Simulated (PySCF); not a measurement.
**U-wB97X-V/STO-3G run of AlNH3 (SMILES [NH2][AlH])**

Aim: the energy change on altering one bond length of AlNH3 at U-wB97X-V/STO-3G, from 2 runs. Input form: a Python script.

The results are computed with PySCF 2.14.0.

11 further runs of the same task are left out: 11 set aside as unsound or not needed.

## Step 1: The molecule

AlNH3: 5 atoms, total charge 0, spin state doublet. SMILES: `[NH2][AlH]`. The coordinates come from a PBE0-D4/def2-TZVP relaxation. This is one conformer, not always the lowest.

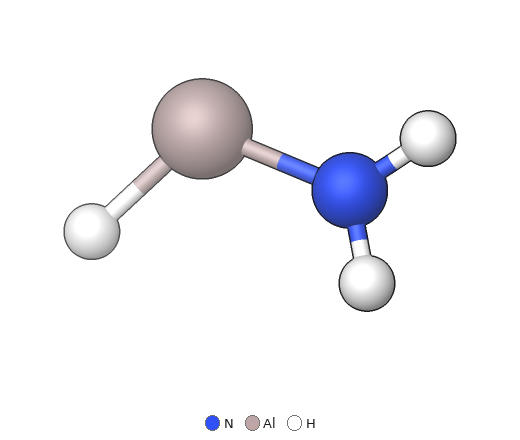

Viewed from a chosen angle; nitrogen blue, aluminium light grey, hydrogen white.

## Step 2: The energy at U-wB97X-V/STO-3G

File calc.py:

```python
from pyscf import gto, dft

molecule = gto.Mole()
molecule.atom = '''
N   -0.116600  -0.660800   0.175100
Al   0.836600   0.833900   0.120800
H    0.148500  -1.505300   0.655500
H   -1.010300  -0.782800  -0.277400
H    0.191800   2.041400  -0.715400
'''
molecule.max_memory = 1860
molecule.charge = 0
molecule.spin = 1
molecule.verbose = 3
molecule.basis = 'sto-3g'
molecule.build()

ks = dft.UKS(molecule, xc='wb97x-v')
ks.conv_tol = 1e-10
ks.grids.level = 5
ks.nlcgrids.level = 1
ks.kernel()
if not ks.converged:
    ks = ks.newton().run(ks.mo_coeff, ks.mo_occ)

e_tot = ks.e_tot
print('E = %.10f Eh' % e_tot)
```

Command:

```console
$ OMP_NUM_THREADS=1 python calc.py
```

The log of the run:

```text
WARN: HOMO -0.0590776820525301 >= LUMO -0.0590776820525306

converged SCF energy = -295.199531237157  <S^2> = 0.75220301  2S+1 = 2.0022018
E = -295.1995312372 Eh
```

Wall time 18 s (1 thread of Arm Neoverse V1, shared host); peak memory 0.19 GiB.

## Step 3: The distorted shape at the same level

File input.py:

```python
from pyscf import gto, dft

mol = gto.Mole()
mol.atom = '''
N    0.062181  -0.636394   0.265621
Al   1.015381   0.858306   0.211321
H    0.327281  -1.480894   0.746021
H   -1.010300  -0.782800  -0.277400
H    0.370581   2.065806  -0.624879
'''
mol.verbose = 4
mol.basis = 'sto-3g'
mol.max_memory = 1860
mol.spin = 1
mol.build()

calc0 = dft.UKS(mol)
calc0.xc = 'wb97x-v'
calc0.nlcgrids.level = 1
calc0.grids.level = 5
calc0.conv_tol = 1e-10
calc0.kernel()
if not calc0.converged:
    calc0 = calc0.newton().run(calc0.mo_coeff, calc0.mo_occ)

energy = calc0.e_tot
print('E(%s) = %.9f' % ('WB97X-V', energy))
```

Command:

```console
$ OMP_NUM_THREADS=1 python input.py
```

The log of the run:

```text
PySCF version 2.14.0

[INPUT] num. atoms = 5
[INPUT] num. electrons = 23
[INPUT] charge = 0
[INPUT] spin (= nelec alpha-beta = 2S) = 1
[INPUT] symmetry False subgroup None
[INPUT] Mole.unit = angstrom
[INPUT] Symbol           X                Y                Z      unit          X                Y                Z       unit  Magmom
[INPUT]  1 N      0.062181000000  -0.636394000000   0.265621000000 AA    0.117505060152  -1.202610367316   0.501950942933 Bohr   0.0
[INPUT]  2 Al     1.015381000000   0.858306000000   0.211321000000 AA    1.918792002087   1.621963271071   0.399338814369 Bohr   0.0
[INPUT]  3 H      0.327281000000  -1.480894000000   0.746021000000 AA    0.618471455774  -2.798484079512   1.409775373174 Bohr   0.0
[INPUT]  4 H     -1.010300000000  -0.782800000000  -0.277400000000 AA   -1.909190303648  -1.479277610310  -0.524210026954 Bohr   0.0
[INPUT]  5 H      0.370581000000   2.065806000000  -0.624879000000 AA    0.700296596967   3.903807566483  -1.180850170992 Bohr   0.0

nuclear repulsion = 45.4160102420441
number of shells = 11
number of NR pGTOs = 51
number of NR cGTOs = 17
basis = sto-3g
ecp = {}

******** <class 'pyscf.dft.uks.UKS'> ********
method = UKS
initial guess = minao
damping factor = 0
level_shift factor = 0
DIIS = <class 'pyscf.scf.diis.CDIIS'>
diis_start_cycle = 1
diis_space = 8
diis_damp = 0
SCF conv_tol = 1e-10
SCF conv_tol_grad = None
SCF max_cycles = 50
direct_scf = True
direct_scf_tol = 1e-13
number electrons alpha = 12  beta = 11
XC library pyscf.dft.libxc version 7.0.0
    S. Lehtola, C. Steigemann, M. J.T. Oliveira, and M. A.L. Marques.,  SoftwareX 7, 1–5 (2018)
XC functionals = wb97x-v
    N. Mardirossian and M. Head-Gordon.,  Phys. Chem. Chem. Phys. 16, 9904-9924 (2014)
radial grids:
    Treutler-Ahlrichs [JCP 102, 346 (1995); DOI:10.1063/1.469408] (M4) radial grids

becke partition: Becke, JCP 88, 2547 (1988); DOI:10.1063/1.454033
pruning grids: <function nwchem_prune>
grids dens level: 5
symmetrized grids: False
atomic radii adjust function: <function treutler_atomic_radii_adjust>
** Following is NLC and NLC Grids **
NLC functional = wb97x-v
radial grids:
    Treutler-Ahlrichs [JCP 102, 346 (1995); DOI:10.1063/1.469408] (M4) radial grids

becke partition: Becke, JCP 88, 2547 (1988); DOI:10.1063/1.454033
pruning grids: <function nwchem_prune>
grids dens level: 1
symmetrized grids: False
atomic radii adjust function: <function treutler_atomic_radii_adjust>
small_rho_cutoff = 0
Set gradient conv threshold to 1e-05
tot grids = 155784
tot grids = 18888
init E= -294.833262217683
[... the frontier-level lines of each cycle are left out ...]


cycle= 1 E= -295.094616853421  delta_E= -0.261  |g|= 0.331  |ddm|= 1.93
cycle= 2 E= -295.135101467356  delta_E= -0.0405  |g|= 0.263  |ddm|= 0.833
cycle= 3 E= -295.178455090565  delta_E= -0.0434  |g|= 0.0196  |ddm|= 0.335
cycle= 4 E= -295.179408460125  delta_E= -0.000953  |g|= 0.00602  |ddm|= 0.0892
cycle= 5 E= -295.179521759651  delta_E= -0.000113  |g|= 0.00179  |ddm|= 0.0352
cycle= 6 E= -295.179531521856  delta_E= -9.76e-06  |g|= 0.000486  |ddm|= 0.00921
cycle= 7 E= -295.179532228119  delta_E= -7.06e-07  |g|= 9.99e-05  |ddm|= 0.00252
cycle= 8 E= -295.179532252634  delta_E= -2.45e-08  |g|= 2.28e-05  |ddm|= 0.000449
cycle= 9 E= -295.179532253898  delta_E= -1.26e-09  |g|= 5.08e-06  |ddm|= 0.000103
cycle= 10 E= -295.17953225396  delta_E= -6.25e-11  |g|= 1.37e-06  |ddm|= 2.25e-05
Extra cycle  E= -295.179532253964  delta_E= -3.64e-12  |g|= 7.78e-07  |ddm|= 3.15e-06
converged SCF energy = -295.179532253964  <S^2> = 0.75257813  2S+1 = 2.0025765
E(WB97X-V) = -295.179532254
```

Run time: 18 s. Hardware: 1 thread of Arm Neoverse V1, shared host; peak memory 0.2 GiB.

## Step 4: What came out

At U-wB97X-V/STO-3G:

| quantity | value |
| --- | --- |
| first shape: total energy | -295.19953 Eh |
| first shape: dipole moment | 1.36 D |
| first shape: HOMO energy (highest over α and β) | -3.52 eV |
| first shape: LUMO energy (lowest over α and β) | 5.28 eV |
| first shape: ⟨S²⟩ | 0.752 |
| distorted shape: total energy | -295.17953 Eh |
| distorted shape: dipole moment | 1.45 D |
| distorted shape: HOMO energy (highest over α and β) | -3.59 eV |
| distorted shape: LUMO energy (lowest over α and β) | 5.11 eV |
| distorted shape: ⟨S²⟩ | 0.753 |
| energy change with the N1–H4 bond stretched from 1.009 to 1.211 Å | 0.544 eV |

In words: With the N1–H4 bond stretched from 1.009 to 1.211 Å the energy rises by 0.54 eV (12.5 kcal/mol). The first shape isn't relaxed at this level, so the change isn't measured from a minimum. The minimal basis adds a large error of its own.
